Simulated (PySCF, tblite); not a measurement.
# C₆H₁₁FOSi: geometry, infrared bands and NMR shifts

Wanted: the infrared bands and NMR shifts of C₆H₁₁FOSi (`C=C1CO[C@@H](CF)C[SiH2]1`), by calculation.

Programs: tblite 0.8.0 and PySCF 2.14.0, with density-fitted response routines of our own. Each step states its level of theory. These are calculated values for one molecule in the gas phase, unless marked as measured. Atoms are numbered from 0 throughout.

## 1. Starting geometry

20 atoms, charge 0, multiplicity 1; geometry from: force field or distance geometry start.

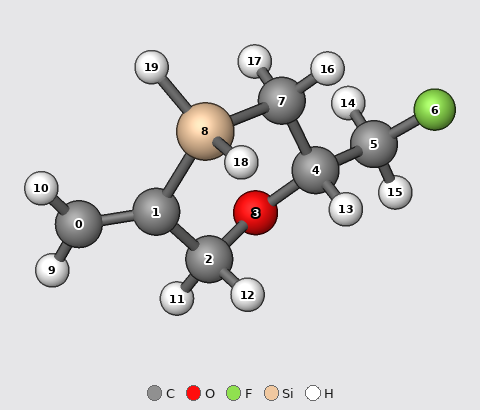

The starting geometry (carbon grey, oxygen red, fluorine green, silicon light orange, hydrogen white), atoms numbered; sticks join atoms by distance.

## 2. Optimising the geometry with GFN2-xTB

Job settings and geometry (Å):

```
{"job": {"kind": "relax", "xc": "GFN2-xTB", "basis": "xTB"}, "charge": 0, "multiplicity": 1}
C      2.972400    -0.729300     0.237200
C      1.750100    -0.182200    -0.003600
C      0.949300    -0.470000    -1.228900
O     -0.382700    -0.906100    -0.916500
C     -1.244400     0.134400    -0.428000
C     -2.692300    -0.350700    -0.546100
F     -3.532100     0.659900    -0.200200
C     -0.898700     0.484700     1.026500
Si     0.901700     0.962000     1.200000
H      3.421400    -1.404700    -0.471400
H      3.526400    -0.522000     1.141900
H      1.399600    -1.274300    -1.813100
H      0.889300     0.411300    -1.881300
H     -1.132900     1.020900    -1.079400
H     -2.881600    -1.199600     0.110900
H     -2.923300    -0.654500    -1.556200
H     -1.550500     1.285400     1.396400
H     -1.071500    -0.406500     1.654300
H      1.102700     2.369000     0.759500
H      1.391800     0.782900     2.595000
```

On the command line:

```bash
$ OMP_NUM_THREADS=1 python probes_run.py task.json out
```

One launch serves the whole session: the jobs run in the order shown.

The program printed:

```text
step      E/eV     max force
  0    -787.56951    2.208
  1    -787.62753    1.710
  2    -787.65728    0.236
  3    -787.66538    0.253
  4    -787.67677    0.250
  5    -787.68075    0.147
  6    -787.68514    0.145
  7    -787.68755    0.132
  8    -787.68955    0.088
  9    -787.69098    0.096
 10    -787.69247    0.098
 11    -787.69377    0.111
 12    -787.69474    0.081
 13    -787.69545    0.072
 14    -787.69608    0.063
 15    -787.69670    0.073
 16    -787.69728    0.060
 17    -787.69775    0.044
 18    -787.69815    0.044
 19    -787.69850    0.043
 20    -787.69883    0.042
 21    -787.69912    0.040
 22    -787.69934    0.032
 23    -787.69950    0.026
 24    -787.69959    0.020
 25    -787.69966    0.020
 26    -787.69972    0.020
 27    -787.69977    0.016
 28    -787.69981    0.013
 29    -787.69984    0.012
 30    -787.69986    0.009
```

It took 0.43 s on 1 thread of Arm Neoverse N1, shared host; peak memory 0.18 GiB.

Along the way:

```
step  energy from step 0 (eV)  largest force (eV/Å)
   0                   0.0000                2.2082
   1                  -0.0580                1.7098
   2                  -0.0878                0.2364
   3                  -0.0959                0.2531
   4                  -0.1073                0.2500
   5                  -0.1112                0.1470
   6                  -0.1156                0.1448
   7                  -0.1180                0.1324
   8                  -0.1200                0.0882
   9                  -0.1215                0.0959
  10                  -0.1230                0.0977
  11                  -0.1243                0.1107
  12                  -0.1252                0.0808
  13                  -0.1259                0.0724
  14                  -0.1266                0.0630
  15                  -0.1272                0.0725
  16                  -0.1278                0.0599
  17                  -0.1282                0.0436
  18                  -0.1286                0.0436
  19                  -0.1290                0.0426
  20                  -0.1293                0.0415
  21                  -0.1296                0.0396
  22                  -0.1298                0.0320
  23                  -0.1300                0.0260
  24                  -0.1301                0.0196
  25                  -0.1301                0.0203
  26                  -0.1302                0.0195
  27                  -0.1303                0.0156
  28                  -0.1303                0.0129
  29                  -0.1303                0.0121
  30                  -0.1303                0.0086
```

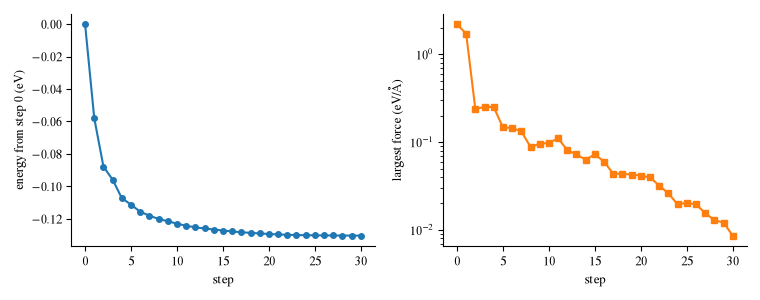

Energy and largest force along the relaxation.

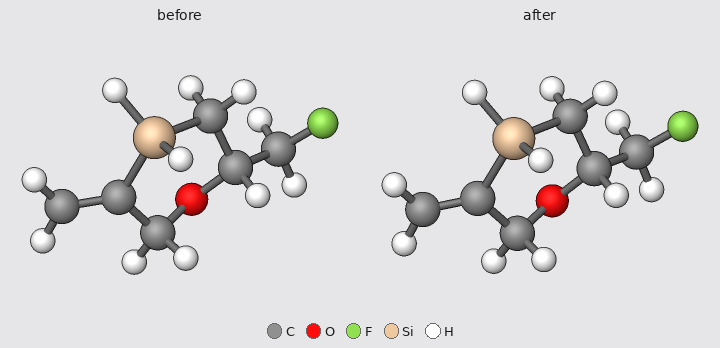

The geometry before (left) and after (right).

Distances of close pairs at the start and the end, largest changes first:

```
   bond  before (Å)  after (Å)  change (Å)
  C0–C1       1.361      1.325      -0.036
 C7–Si8       1.871      1.902      +0.031
Si8–H19       1.489      1.462      -0.027
  O3–C4       1.437      1.413      -0.024
  C2–O3       1.436      1.413      -0.023
 C1–Si8       1.865      1.887      +0.023
Si8–H18       1.488      1.470      -0.018
  C1–C2       1.492      1.508      +0.016
```

The final coordinates are the input of the step that follows.

## 3. Harmonic vibrations with GFN2-xTB

Job settings and geometry (Å):

```
{"job": {"kind": "ir", "xc": "GFN2-xTB", "basis": "xTB"}, "charge": 0, "multiplicity": 1}
C      2.946251    -0.738676     0.195582
C      1.758266    -0.180145     0.016954
C      0.930803    -0.484607    -1.205959
O     -0.395634    -0.875067    -0.914554
C     -1.220213     0.150895    -0.401836
C     -2.653970    -0.362527    -0.561477
F     -3.550670     0.624133    -0.240997
C     -0.912059     0.488335     1.057232
Si     0.912696     0.995803     1.227192
H      3.374652    -1.426766    -0.518586
H      3.544246    -0.522713     1.065010
H      1.353328    -1.324460    -1.764913
H      0.918157     0.403515    -1.861189
H     -1.108185     1.059598    -1.019032
H     -2.839629    -1.206073     0.109547
H     -2.845310    -0.657228    -1.597285
H     -1.595046     1.270082     1.386225
H     -1.116305    -0.398464     1.659576
H      1.091048     2.382531     0.772565
H      1.402424     0.812511     2.592909
```

The program printed:

```text
mode    cm-1     km/mol
  1      47.9      0.42
  2      80.9      5.86
  3     101.4      0.36
  4     188.5      5.41
  5     218.7      7.43
  6     261.8      3.91
  7     296.8      6.18
  8     334.3      3.13
  9     373.3      1.50
 10     452.1      0.56
 11     457.7     21.56
 12     510.5     60.82
 13     542.2      1.20
 14     573.5     24.18
 15     633.8      9.31
 16     676.4    161.51
 17     709.2      1.80
 18     763.8    154.25
 19     775.5    143.12
 20     803.6    109.07
 21     895.3     16.54
 22     916.3     17.75
 23     936.7     19.77
 24     964.9     35.41
 25     992.7     33.93
 26    1034.2     22.37
 27    1067.6     81.45
 28    1089.5     33.35
 29    1114.3     48.29
 30    1149.0      7.49
 31    1188.4     31.64
 32    1197.3     13.45
 33    1235.2     12.32
 34    1245.7      3.02
 35    1286.3     21.86
 36    1315.5      9.26
 37    1333.7      3.21
 38    1336.1     29.42
 39    1417.9      1.86
 40    1447.3      0.68
 41    1449.1      2.83
 42    1460.7      3.16
 43    1686.7      6.47
 44    2210.4    309.82
 45    2273.3    325.63
 46    2820.3     54.93
 47    2825.5     67.18
 48    2953.0     35.22
 49    2961.1     23.87
 50    2965.3     24.39
 51    2981.0     40.01
 52    3004.7     20.17
 53    3065.9     43.47
 54    3110.4     33.91
```

Run time: 1.5 s. Hardware: 1 thread of Arm Neoverse N1, shared host; peak memory 0.18 GiB.

Which atoms move in the most intense modes:

```
cm⁻¹  km/mol                                  atoms
 676   161.5                     H18 43 %, H19 19 %
 764   154.2                     H18 47 %, H19 33 %
 776   143.1  C7 34 %, Si8 26 %, H17 10 %, H19 10 %
 804   109.1            C7 30 %, H16 25 %, H17 14 %
1068    81.5                       C5 33 %, F6 22 %
2210   309.8                               H18 97 %
2273   325.6                               H19 97 %
2826    67.2                               H13 93 %
```

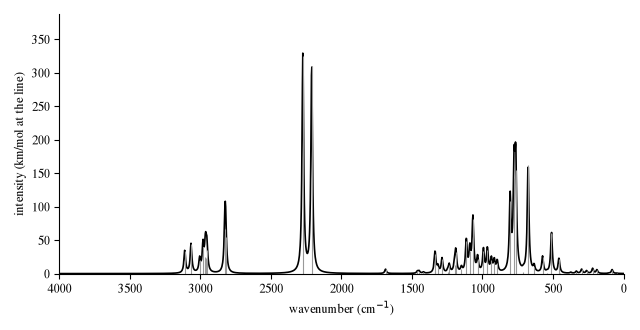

The infrared spectrum from these modes, unscaled. Lines are broadened to a width of 14 cm⁻¹ (Lorentzian).

## 4. Shielding tensors: PBE0/pcSseg-1

Same as in step 3 but for these lines:

```diff
@@ -1,2 +1,2 @@
-{"job": {"kind": "ir", "xc": "GFN2-xTB", "basis": "xTB"}, "charge": 0, "multiplicity": 1}
+{"job": {"kind": "nmr", "xc": "PBE0", "basis": "pcSseg-1"}, "charge": 0, "multiplicity": 1}
 C      2.946251    -0.738676     0.195582
```

Level: GIAO PBE0/pcSseg-1 NMR shielding, non-relativistic, gas phase.

The program printed:

```text
coarse grid: 17136 points
cycle   1  E = -698.9823650586  dE =  1.105e+00  |g| = 7.050e-01  |ddm| = 3.991e+00
cycle   2  E = -698.9207171491  dE =  6.165e-02  |g| = 9.413e-01  |ddm| = 1.295e+00
cycle   3  E = -699.0743878148  dE = -1.537e-01  |g| = 9.418e-02  |ddm| = 8.228e-01
cycle   4  E = -699.0757336158  dE = -1.346e-03  |g| = 4.248e-02  |ddm| = 1.026e-01
cycle   5  E = -699.0761126158  dE = -3.790e-04  |g| = 9.171e-03  |ddm| = 4.156e-02
cycle   6  E = -699.0761252738  dE = -1.266e-05  |g| = 4.006e-03  |ddm| = 9.543e-03
cycle   7  E = -699.0761284512  dE = -3.177e-06  |g| = 6.787e-04  |ddm| = 3.691e-03
final grid: 161080 points
cycle   8  E = -699.1478453126  dE = -4.181e-05  |g| = 1.270e-02  |ddm| = 3.369e-02
cycle   9  E = -699.1478128569  dE =  3.246e-05  |g| = 1.846e-02  |ddm| = 2.284e-02
cycle  10  E = -699.1478778673  dE = -6.501e-05  |g| = 1.577e-03  |ddm| = 1.368e-02
cycle  11  E = -699.1478783955  dE = -5.281e-07  |g| = 3.053e-04  |ddm| = 1.563e-03
cycle  12  E = -699.1478784116  dE = -1.609e-08  |g| = 1.581e-04  |ddm| = 3.550e-04
cycle  13  E = -699.1478784167  dE = -5.171e-09  |g| = 3.955e-05  |ddm| = 1.555e-04
cycle  14  E = -699.1478784171  dE = -3.442e-10  |g| = 1.403e-05  |ddm| = 5.147e-05
converged SCF energy = -699.1478784171

GIAO shielding tensors (ppm)
atom      isotropic    diamagn.    paramagn.     s11        s22        s33       span
  0 C       53.011     249.960    -196.949    -60.274     68.139    151.167    211.441
  1 C       36.913     265.846    -228.932    -79.676     10.903    179.512    259.188
  2 C      104.834     242.630    -137.796     80.670     91.248    142.584     61.914
  3 O      269.948     399.529    -129.581    245.098    272.372    292.372     47.274
  4 C      107.143     245.567    -138.425     80.808     90.041    150.579     69.771
  5 C       95.642     242.444    -146.802     67.078     80.315    139.533     72.455
  6 F      432.708     470.185     -37.477    395.799    432.616    469.709     73.910
  7 C      170.735     253.762     -83.027    153.663    168.097    190.444     36.781
  8 Si     404.476     881.188    -476.712    378.806    405.492    429.130     50.323
  9 H       25.701      30.018      -4.317     22.022     25.223     29.857      7.835
 10 H       25.946      29.454      -3.508     22.571     24.688     30.579      8.009
 11 H       27.182      31.191      -4.009     22.596     26.655     32.295      9.698
 12 H       27.344      30.266      -2.922     23.522     27.080     31.431      7.910
 13 H       28.131      32.020      -3.889     25.603     27.207     31.585      5.982
 14 H       27.454      29.214      -1.761     23.724     28.559     30.078      6.354
 15 H       26.790      28.626      -1.837     22.686     28.069     29.614      6.928
 16 H       30.308      30.981      -0.673     25.272     29.364     36.288     11.016
 17 H       30.944      32.406      -1.463     26.885     29.439     36.507      9.622
 18 H       27.098      29.054      -1.955     24.147     25.102     32.045      7.897
 19 H       27.247      29.530      -2.282     23.902     25.141     32.699      8.796
```

Run time: 82 s. Hardware: 1 thread of Arm Neoverse N1, shared host; peak memory 0.96 GiB.

The references, computed at this level on geometries of the same kind, shield at (ppm): ¹H TMS 31.72, ¹³C TMS 186.9, ²⁹Si TMS 349.2, ¹⁹F CFCl3 170.9, ¹⁷O H2O 336.1. Their shielding less the atom's gives the shift. The references are single molecules in the gas phase, so shifts against H2O, NH3, PH3, H3PO4 or CFCl3 are not on the usual liquid scales and can be off by tens of ppm.

```
atoms                                                environment  σ (ppm)  δ (ppm)  δ scaled to CDCl3
   C1                            fully substituted alkene carbon     36.9    150.0              144.5
   C0                                       terminal =CH2 carbon     53.0    133.9              128.8
   C5                                        sp3 CH2 bonded to F     95.6     91.3               87.2
   C2                                allylic sp3 CH2 bonded to O    104.8     82.1               78.2
   C4                                         sp3 CH bonded to O    107.1     79.8               76.0
   C7                                       sp3 CH2 bonded to Si    170.7     16.2               13.9
   H9                         hydrogen on a terminal =CH2 carbon    25.70     6.02               5.78
  H10                         hydrogen on a terminal =CH2 carbon    25.95     5.77               5.55
  H15                         hydrogen on an sp3 CH2 bonded to F    26.79     4.93               4.75
  H18  hydrogen on a silicon bonded to 2 C, in a 6-membered ring    27.10     4.62                  –
  H11                 hydrogen on an allylic sp3 CH2 bonded to O    27.18     4.54               4.38
  H19  hydrogen on a silicon bonded to 2 C, in a 6-membered ring    27.25     4.47                  –
  H12                 hydrogen on an allylic sp3 CH2 bonded to O    27.34     4.37               4.23
  H14                         hydrogen on an sp3 CH2 bonded to F    27.45     4.26               4.12
  H13                          hydrogen on an sp3 CH bonded to O    28.13     3.59               3.49
  H16                        hydrogen on an sp3 CH2 bonded to Si    30.31     1.41               1.43
  H17                        hydrogen on an sp3 CH2 bonded to Si    30.94     0.77               0.83
   O3                                               ether oxygen    269.9     66.1                  –
   F6                                  fluorine on an sp3 carbon    432.7   -261.8                  –
  Si8           silicon bonded to 2 C, 2 H, in a 6-membered ring    404.5    -55.3                  –
```

The scaled column applies a straight-line fit of computed shieldings to shifts measured in CDCl3, and one for carbons that bear F (root-mean-square error 0.16 ppm for H, 1.9 ppm for C).

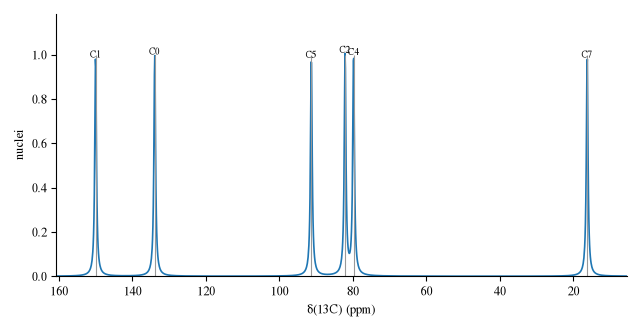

¹³C lines at the computed shifts, without couplings. Lines are broadened to a width of 0.54 ppm (Lorentzian).

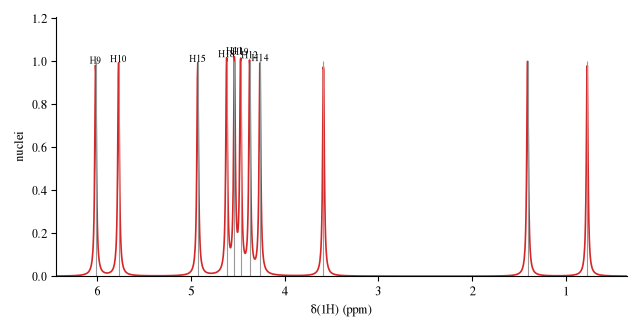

¹H lines at the computed shifts, without couplings. Lines are broadened to a width of 0.02 ppm (Lorentzian).

The run also stored atomic charges by several schemes (e):

```
atoms  Mulliken    IAO  Hirshfeld  ESP fit
   C0     -0.08  -0.29      -0.09    -0.47
   C1     -0.58  -0.27      -0.09    -0.02
   C2      0.16  -0.05       0.00     0.07
   O3     -0.51  -0.40      -0.14    -0.43
   C4     -0.07   0.08       0.04     0.30
   C5      0.24   0.05       0.02    -0.08
   F6     -0.34  -0.33      -0.12    -0.22
   C7     -0.47  -0.56      -0.17    -0.38
  Si8      0.74   0.75       0.33     0.40
```

Hirshfeld charges:

C0 -0.09; C1 -0.09; C2 0.00; O3 -0.14; C4 0.04; C5 0.02; F6 -0.12; C7 -0.17; Si8 0.33; H9 0.05; H10 0.05; H11 0.05; H12 0.04; H13 0.03; H14 0.04; H15 0.04; H16 0.04; H17 0.04; H18 -0.08; H19 -0.07

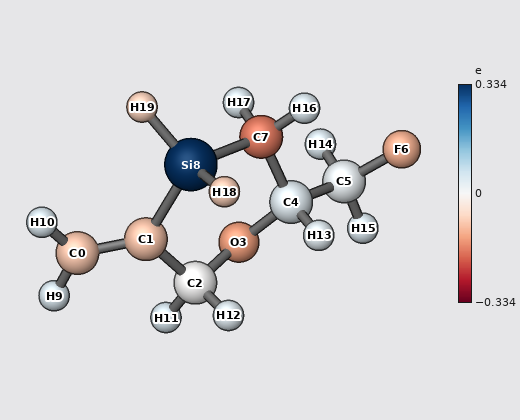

Hirshfeld charges, as colours on the atoms.

Mayer bond orders: C0–C1 2.00, C1–C2 0.99, C2–O3 0.92, O3–C4 0.90, C4–C5 1.03, C5–F6 0.89, C4–C7 1.00, C7–Si8 0.89, Si8–C1 0.83.

Ring of atoms C1, C2, O3, C4, C7, Si8: NICS(0) -1.4, NICS(1) -1.6, NICS(1)zz 3.1 ppm (means of both faces).

## 5. Results

| quantity | value |
| --- | --- |
| strongest single infrared mode (GFN2-xTB) | 2273 cm⁻¹, 326 km/mol |
| zero-point energy (GFN2-xTB) | 96.8 kcal/mol |
| ¹³C shifts against TMS (PBE0/pcSseg-1) | 150.0, 133.9, 91.3, 82.1, 79.8, 16.2 ppm |
| ¹H shifts against TMS (PBE0/pcSseg-1) | 6.02, 5.77, 4.93, 4.62, 4.54, 4.47, 4.37, 4.26, 3.59, 1.41, 0.77 ppm |
| ¹⁷O shifts against H2O (PBE0/pcSseg-1) | 66.1 ppm |
| ¹⁹F shifts against CFCl3 (PBE0/pcSseg-1) | -261.8 ppm |
| ²⁹Si shifts against TMS (PBE0/pcSseg-1) | -55.3 ppm |

**Reading.** Relaxing lowered the energy by 0.130 eV in 30 steps; the close pair that moved most is C0–C1, from 1.361 to 1.325 Å. All 54 modes are real, so the xTB geometry is a minimum. The strongest single mode, at 2273 cm⁻¹, moves mainly H19. GFN2-xTB is a fitted tight-binding method: band positions and strengths are rough. Its intensities can rank the bands wrongly. The most deshielded carbon is C1 (fully substituted alkene carbon), at 150.0 ppm: the olefinic region. At PBE0/pcSseg-1: The widest tensor belongs to C1: span 259 ppm, with a paramagnetic part of -229 ppm.
